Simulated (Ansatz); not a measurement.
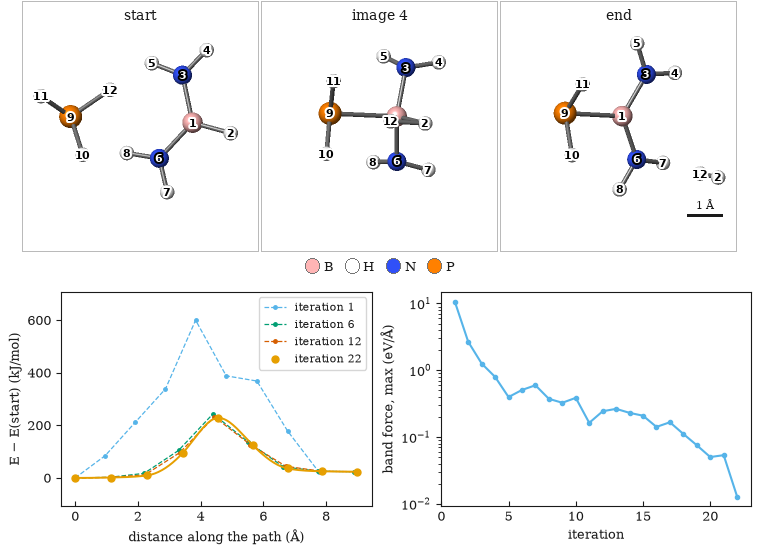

A search for the minimum-energy path of BPN2H8, made up at the start of BN2H5 and PH₃ by the nudged elastic band. Images are numbered from 0 (start) to 8 (end). The plot follows the band through its iterations. Style: ball-and-stick. Shown at a tilt.

Computed with RKS PBE0/6-31G* (Ansatz). Run with 7 movable images; climbing image; force threshold 0.05 eV/Å; iteration limit 49; starting path through a guess of the saddle point.

> Judge this run.

The result is final at these settings. The band converged in 22 iterations. The largest component of the band force went from 11 to 0.013 eV/Å. The climbing image converged on the top of the path. Its vibrational analysis gives one imaginary mode (798i cm⁻¹), as a transition state must have. The first iteration put the highest image at 600.1 kJ/mol. Forward barrier 228.3 kJ/mol, backward barrier 204.6 kJ/mol, with image 4 at the top; the reaction energy is +23.7 kJ/mol.

Limits of the set-up: the start holds two separate molecules, 3.0 Å apart at their closest, whose relative position is a soft coordinate and is computed without a dispersion correction.
